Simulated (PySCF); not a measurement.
System: F5P.

Input file:

```
{"job": {"kind": "nmr", "xc": "PBE0", "basis": "pcSseg-1"}, "charge": 0, "multiplicity": 1}
F      0.642192    -0.573848    -1.352234
P      0.003159    -0.005279    -0.007503
F      1.110093     1.104259     0.049107
F      0.243866    -1.388688     0.691525
F     -1.344156     0.268130    -0.762575
F     -0.635778     0.563869     1.337118
```

Run with:

```sh
OMP_NUM_THREADS=1 python probes_run.py task.json out
```

Geometry: PBE0-D3(BJ)/def2-SVP.

Theory: PBE0/pcSseg-1, SCF density, gas phase, non-relativistic (PySCF).

> Predict the electron density and electron localisation function between the atoms.

P–F (1.59 Å): the density is about 1.4 e/Å³ at the midpoint; the ELF peaks at about 0.80 between the atoms; a polar covalent bond.

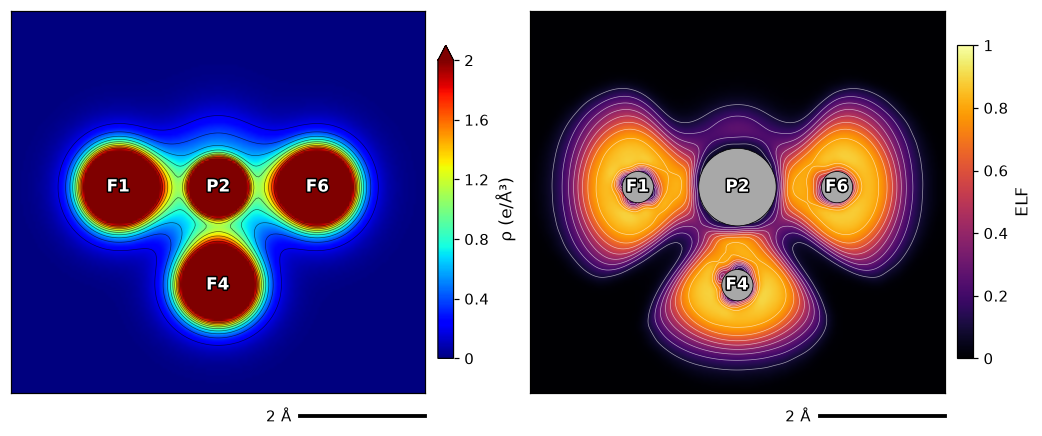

Computed electron density and electron localisation function on the plane of atoms F1, P2 and F4, in this order. Grey discs cover the atomic cores in the ELF map. 
